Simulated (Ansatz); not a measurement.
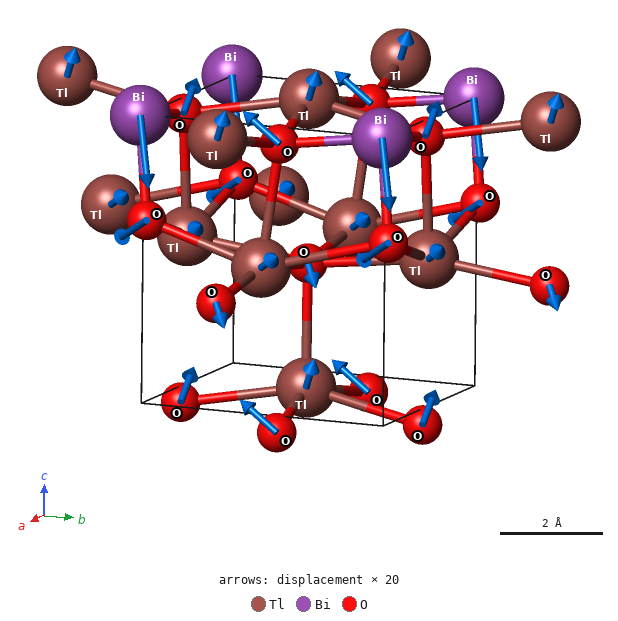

A relaxation of a crystal of Tl3BiO4 (a generated structure, set up in Cm) (coarse preliminary run). The starting structure is drawn; blue arrows show the displacements (the part carried along by the change of the cell is left out), 20 times their true length.

A ball-and-stick model of the cell of the calculation, seen slightly off an axis.

Computed with DFT PBE, scalar-relativistic, plane waves, PAW in Ansatz.

Input file:
```yaml
crystal:
  lattice:
    - [3.6673629071, -3.6127074525, 0.0]
    - [3.6673629071, 3.6127074525, 0.0]
    - [-0.2259164056, 0.0, 5.7694079549]
  atoms:
    - { symbol: Tl, position: [0.4847884055, 0.9880494058, 0.5061904835] }
    - { symbol: Tl, position: [0.9880494058, 0.4847884055, 0.5061904835] }
    - { symbol: Tl, position: [0.4865075967, 0.4865075967, 0.0212364039] }
    - { symbol: Bi, position: [0.9746203122, 0.9746203122, 0.9914957425] }
    - { symbol: O, position: [0.4889796711, 0.4889796711, 0.4524458082] }
    - { symbol: O, position: [0.9964143375, 0.559173215, 0.9417504805] }
    - { symbol: O, position: [0.559173215, 0.9964143375, 0.9417504805] }
    - { symbol: O, position: [0.0231844921, 0.0231844921, 0.6384078218] }
basis:
  ecutwfc: 420
kpoints:
  mp_grid: { grid: [4, 4, 4] }
hamiltonian:
  xc: pbe
scf:
  occupations: { method: gaussian, width: 0.1 }
  lower_state_search: "off"
output:
  forces: true
  stress: true
  eigenvalues: true
relax:
  adjacent_minimum: "off"
  f_tol: 0.04
  max_steps: 70
  cell: { stress_tol: 0.4 }
```

Launched with:
```bash
ansatz run input.yaml --threads 1 --pin off --max-ram 2048MiB --backend cpu --events-out ev --progress --plain --runs-dir out
```

What did the optimiser do to the structure, and how much energy did it gain?

The largest move relative to the cell is that of O8, 0.079 Å along [−2 −2 −1]. By element the largest moves are O 0.079 Å, Bi 0.074 Å, Tl 0.039 Å. The drawn cell changes as follows: a = b 5.148 → 5.082 Å (−1.3 %), c 5.774 → 5.947 Å (+3.0 %), α 91.6° → 91.4°, β 91.6° → 91.4°, γ 89.1° → 89.4°; the volume changes by +0.4 %. Some distances before and after: Tl1–O8 2.861 → 2.745 Å, Tl1–O7 2.533 → 2.613 Å, Tl3–O6 2.711 → 2.654 Å, Tl1–O5 2.606 → 2.571 Å. Among the angles between lasting bonds that change: Tl2–O6–Bi4 104.8° → 100.7°, Tl1–O8–Bi4 115.4° → 112.8°, Tl1–O8–Tl2 90.9° → 88.3°. The space group stays Cm (No. 8). After 4 accepted moves (6 points after the start) the energy has fallen by 38.0 meV per cell of the calculation. The largest force component goes from 0.16 to 0.022 eV/Å. The pressure goes from −0.13 to 0.05 GPa. The line search rejected the trial step at point 1 of the run. At 1 point the geometry stayed and the basis and grid were re-selected for the new cell (energy shift of 4.4 meV per cell of the calculation at most each time).
